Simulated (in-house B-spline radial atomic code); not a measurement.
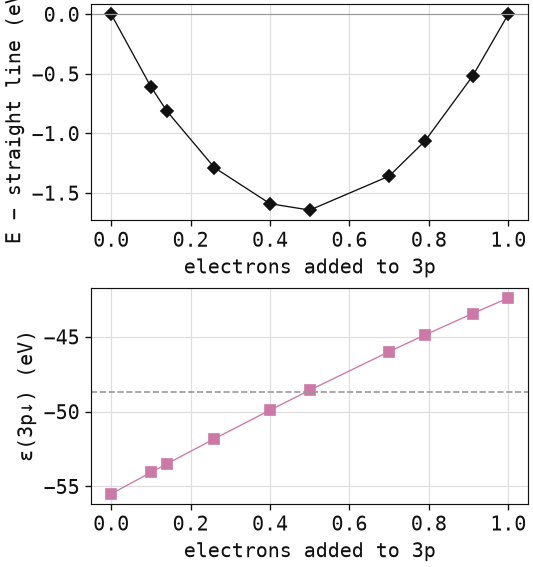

Theory: non-relativistic TPSS, spin-polarised, spherical fractional occupations, point nucleus, basis-set limit (computed with an in-house B-spline radial code). The occupation of the 3p shell is varied from V⁺ ([Ne] 3s2 3p5 3d3 4s2 (high spin)) to V ([Ar] 3d3 4s2 (high spin)), with spherical fractional occupations. The plot shows the total energy less the straight line between the end points, and the eigenvalue of 3p↓ (the dashed line is minus the energy to take the whole electron out).

### What does the shape say about the method?

The curve is convex (below the straight line), with the largest deviation among the points computed, −1.64 eV, at 0.5. The end points differ by 48.7 eV, the energy to take the electron out. The eigenvalue, which is the slope of the energy (Janak's theorem), moves from −55.5 eV at 0 to −42.4 eV at 1; for a straight line it would stay constant, and a parabola would sag by an eighth of this change, scaled to a whole electron, 1.64 eV. Convexity is the mark of the delocalisation error, which puts fractional charges too low; for p, d and f shells the spherical spreading of the fraction adds to it. The shell lies under occupied ones, so the straight line is a guide here rather than an exact condition.
